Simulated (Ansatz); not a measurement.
# Calculations on Si$_{2}$H$_{2}$

Part 1: Relaxation

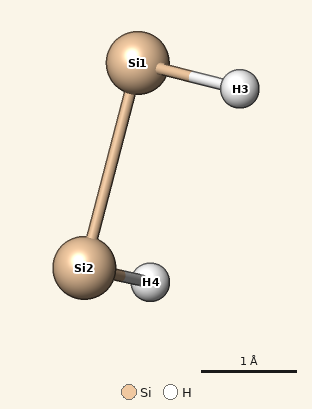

Si$_{2}$H$_{2}$, before the relaxation. The picture is a ball-and-stick view, seen from a free direction.

Method: RKS PBE0-D4/def2-TZVP (Ansatz 0.2.0).

The input:
```yaml
crystal:
  periodic: [false, false, false]
  atoms:
    - {symbol: Si, position_ang: [0.196490, -0.217120, 1.182350]}
    - {symbol: Si, position_ang: [-0.979120, 0.078030, -0.714810]}
    - {symbol: H, position_ang: [1.133230, -1.265020, 0.619860]}
    - {symbol: H, position_ang: [-0.350600, 1.404110, -1.087400]}
basis:
  gaussian: {orbitals: def2-TZVP}
hamiltonian: {xc: pbe0, dispersion: d4}
relax: {f_tol: 0.005, max_steps: 200}
```

### What does the optimiser find from here?

The largest moves after the best rigid fit, 0.89 Å, are those of H3 and H4. Largest moves by element: H 0.89 Å, Si 0.54 Å. Some distances before and after: Si1–H4 2.842 → 1.677 Å, Si1–H3 1.514 → 1.677 Å, Si1–Si2 2.251 → 2.203 Å. Bond angles that change, for instance: Si2–Si1–H3 95.8° → 48.9°. Over 11 geometry steps the energy falls by 1.093 eV. The largest force component goes from 0.12 to 0.0041 eV/Å.

Step by step:

```csv
step,"E − E(0), eV","largest force component, eV/Å"
0,0.0000,0.1249
1,-0.0135,0.1217
2,-0.0274,0.2807
3,-0.0473,0.4805
4,-0.1044,0.7367
5,-0.3371,0.9202
6,-0.7140,1.2240
7,-1.0791,0.5926
8,-1.0909,0.1370
9,-1.0919,0.0916
10,-1.0930,0.0137
11,-1.0930,0.0041
```

Final geometry:

```xyz
4

Si    0.1435    0.3140    1.1177
Si   -0.8145   -0.4327   -0.7197
H     0.6284   -0.8583    0.0211
H     0.0425    0.9770   -0.4191
```

The end point in the same view:

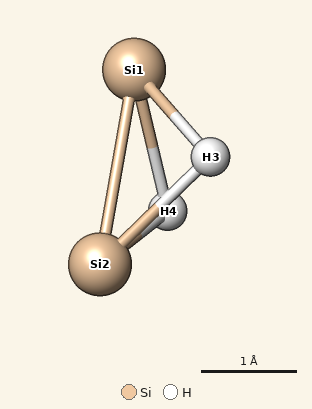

Part 2: A change

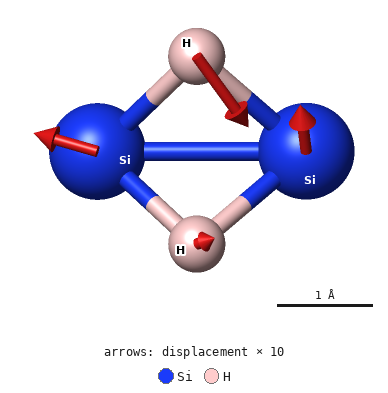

Si2H2. The red arrows show how the atoms are displaced, magnified 10 times. The picture is a ball-and-stick view, seen face on.

Theory: RKS PBE-D4/def2-TZVPP in Ansatz 0.2.0. 

### What was done to the structure, and with what result?

All atoms are moved at random (σ = 0.06 Å) from the PBE0-D4/def2-TZVP minimum. The energy rises by 2.97 kcal/mol. The largest force is 1.6 eV/Å, on an H atom. The forces point straight back along the displacements (cosine −0.97). At other levels of theory the same distortion costs 3.16 kcal/mol (RKS r2SCAN-D4/def2-TZVPP), 3.52 kcal/mol (RKS PBE0-D4/def2-TZVPP), 3.51 kcal/mol (RKS wB97M-V/def2-TZVPP), 3.04 kcal/mol (RHF-CCSD(T), frozen core/def2-TZVPP). Among the bonded contacts that change: H–Si 1.677 → 1.529 to 1.753 Å, Si–Si 2.203 → 2.268 Å. Among the angles between lasting bonds that change: Si–H–Si 82.1° → 89.4°, Si–Si–H 48.9° → 42.4°.

Part 3: A change

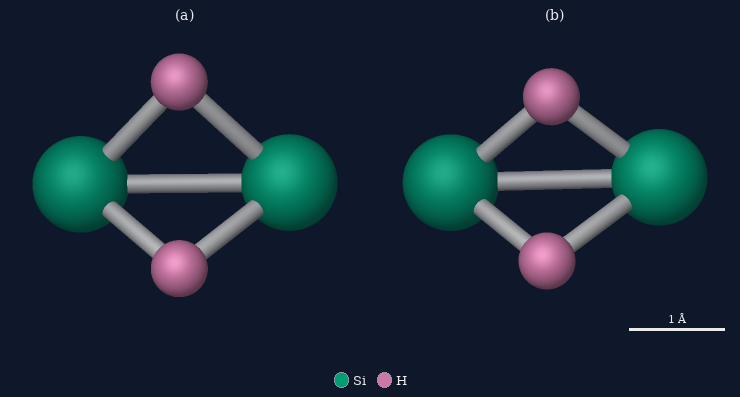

Left: Si2H2. Right: the same structure after one change, at the same scale. Style: ball-and-stick. Shown at a tilt.

All numbers below come from RKS r2SCAN-D4/def2-TZVPP in Ansatz. 

What distinguishes the right structure from the left one?

Answer. All atoms are moved at random (σ = 0.12 Å) from the PBE0-D4/def2-TZVP minimum.

What does the change do?

Answer. It costs 24.3 kJ/mol. The largest force is 2.4 eV/Å, on an H atom. The forces mostly point back along the displacements (cosine −0.89). At other levels of theory the same distortion costs 28.0 kJ/mol (RKS PBE-D4/def2-TZVPP), 26.3 kJ/mol (RKS PBE0-D4/def2-TZVPP), 24.0 kJ/mol (RKS wB97M-V/def2-TZVPP), 24.2 kJ/mol (RHF-CCSD(T), frozen core/def2-TZVPP). Some distances before and after: H–Si 1.677 → 1.508 to 1.656 Å. Bond angles that change, for instance: Si–H–Si 82.1° → 92.2°, Si–Si–H 48.9° → 43.2°.

Part 4: Distortion

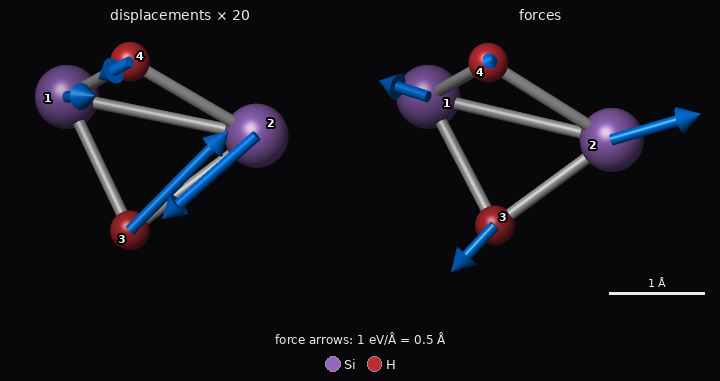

Left: Si₂H₂, with blue arrows for the displacements applied to it. Right: the displaced structure with the computed forces. A ball-and-stick model, seen at a tilt.

Theory: Ansatz, RKS PBE0-D4/def2-TZVPP. 

Question: How do the forces relate to the distortion?

Answer: All atoms are moved at random (σ = 0.06 Å) from the PBE0-D4/def2-TZVP minimum. It costs 11.5 kJ/mol. The largest force is 2 eV/Å, on Si2. The forces mostly point back along the displacements (cosine −0.88). At other levels of theory the same distortion costs 14.8 kJ/mol (RKS PBE-D4/def2-TZVPP), 11.5 kJ/mol (RKS r2SCAN-D4/def2-TZVPP), 9.83 kJ/mol (RKS wB97M-V/def2-TZVPP), 11.8 kJ/mol (RHF-CCSD(T), frozen core/def2-TZVPP). Near-neighbour distances before and after: Si2–H3 1.677 → 1.535 Å, Si1–Si2 2.203 → 2.140 Å, Si1–H4 1.677 → 1.629 Å, Si1–H3 1.677 → 1.646 Å. Bond angles that change, for instance: Si2–Si1–H3 48.9° → 45.6°, Si1–H3–Si2 82.1° → 84.5°.
